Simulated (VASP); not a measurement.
Band structure of CsSnBr3 (space group Pm-3m). All values below come from LDA (Ceperley-Alder, Perdew-Zunger), VASP's LDA PAW potentials (set 64) (plane waves; VASP).

Unless said otherwise, spin-orbit coupling is left out, though it shifts the bands of the heavy elements here.

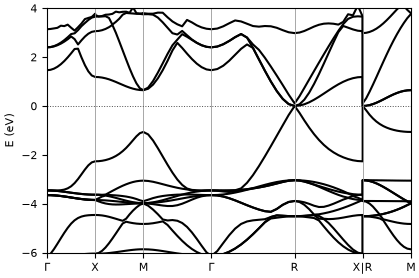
Bands along high-symmetry lines, zero at the valence-band maximum or, without a gap, the Fermi level

Task: Read the plot: is there a gap, and where are the band edges?

Result: It has no gap at this level: it comes out as a metal or semimetal. (Edges off the drawn lines would not show.)

The structure comes from a computed database's CsSnBr3 entry (Pm-3m); how it stands against other phases isn't given here. It was relaxed first, which changed the volume by -9 %.
